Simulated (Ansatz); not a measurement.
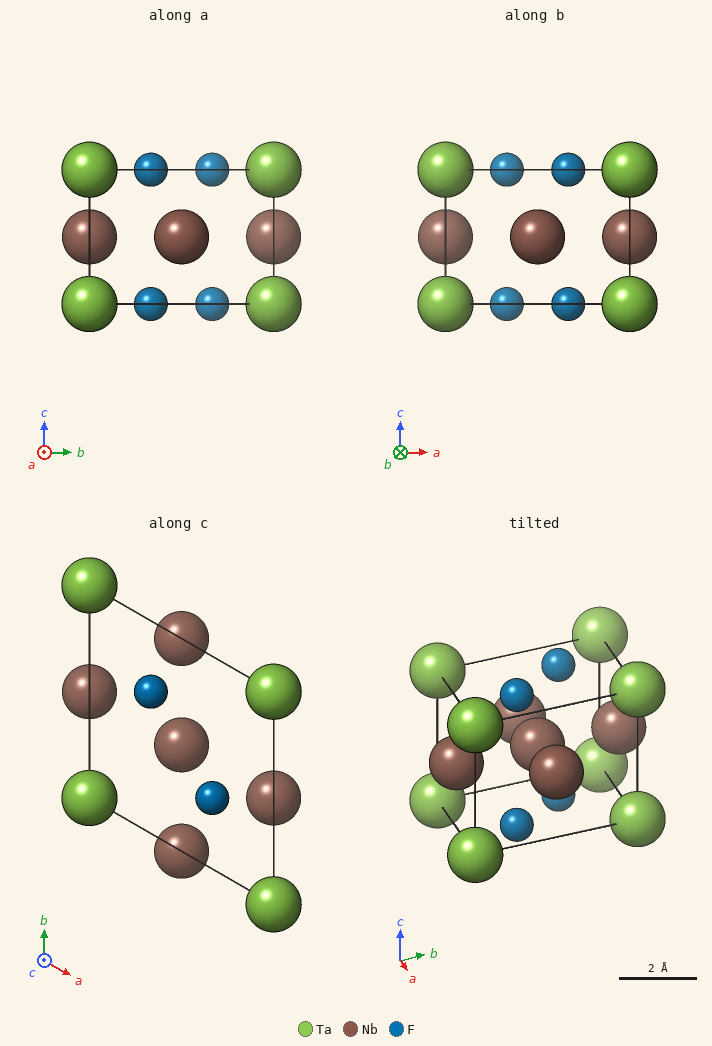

The image is a spheres-only drawing of a crystal, viewed along the a axis, along the b axis, along the c axis and slightly off an axis. Atoms at the boundary of the conventional unit cell (the box) are drawn once for each face, edge or corner they touch.

Lattice parameters: a = 5.5283 Å, b = 5.5283 Å, c = 3.4934 Å, α = 90.000°, β = 90.000°, γ = 120.000°.

Q: Convert the drawing into a CIF with its space group and independent sites.

A:
```cif
data_structure
_symmetry_space_group_name_H-M 'P 6/m m m'
_symmetry_Int_Tables_number 191
_cell_length_a 5.5283
_cell_length_b 5.5283
_cell_length_c 3.4934
_cell_angle_alpha 90.000
_cell_angle_beta 90.000
_cell_angle_gamma 120.000
_cell_volume 92.46
loop_
_atom_site_label
_atom_site_type_symbol
_atom_site_symmetry_multiplicity
_atom_site_Wyckoff_symbol
_atom_site_fract_x
_atom_site_fract_y
_atom_site_fract_z
_atom_site_occupancy
Ta1 Ta 1 a 0.0000 0.0000 0.0000 1
Nb1 Nb 3 g 0.5000 0.0000 0.5000 1
F1 F 2 c 0.3333 0.6667 0.0000 1
```

Its origin is a structure type filled with these elements by a generator (whether the compound takes this form wasn't checked). Relaxation method: DFT PBE, scalar-relativistic, plane waves, PAW in Ansatz 0.2.0.
